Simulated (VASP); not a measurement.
Band structure of Ti (hcp). Computed with TPSS meta-GGA, VASP's PBE PAW potentials (set 64) (plane waves; VASP 6.6.1).

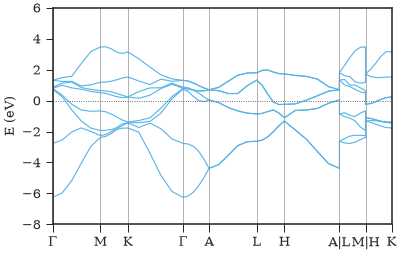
Figure: Bands along high-symmetry lines, zero at the valence-band maximum or, without a gap, the Fermi level

Problem. Read the plot: is there a gap, and where are the band edges?

Solution. It has no gap at this level: it comes out as a metal or semimetal.

The compound is Ti in the hcp structure. It was relaxed first.
